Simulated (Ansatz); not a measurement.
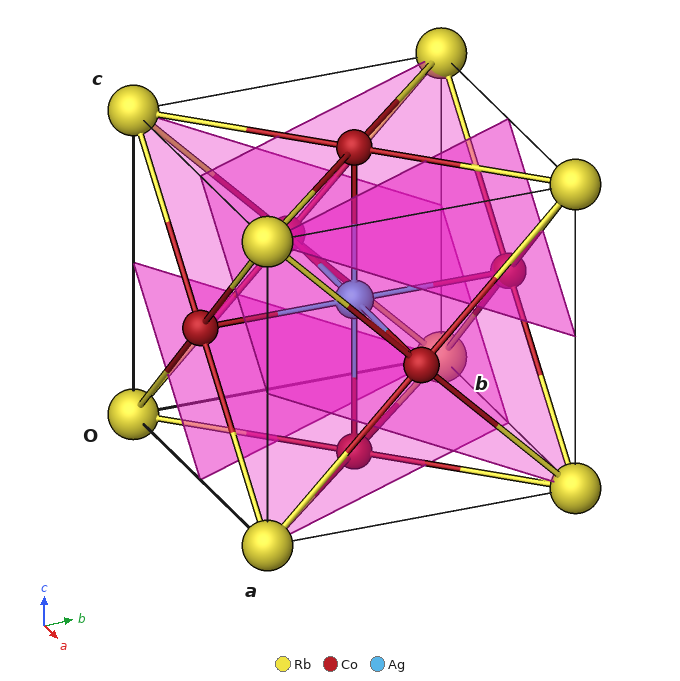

Every member of one family of equally spaced planes, hx + ky + lz = a whole number, that cuts the unit cell is shaded (one member passes through the origin O, touching the cell only at an edge or corner). Crystal: RbCo3Ag, the geometry relaxed with DFT PBE, scalar-relativistic, plane waves, PAW (Ansatz); the starting structure was generated, so it need not be a known form of this composition. The drawing is computed from the coordinates (standard cell, symmetry found to 0.002 Å).

a = 4.962 Å, b = 4.962 Å, c = 4.962 Å, α = 90.00°, β = 90.00°, γ = 90.00°.

Question: Which (hkl) family is drawn?

Answer: (2 1 2); the opposite sign names the same planes. The member next to the origin meets the axes a at 1/2, b at 1, c at 1/2.

Question: What is the spacing?

Answer: d = 1.654 Å.

Question: Which atoms of the cell lie in these planes (within 0.03 Å)?

Answer: The Rb atom, 1 of the 3 Co.
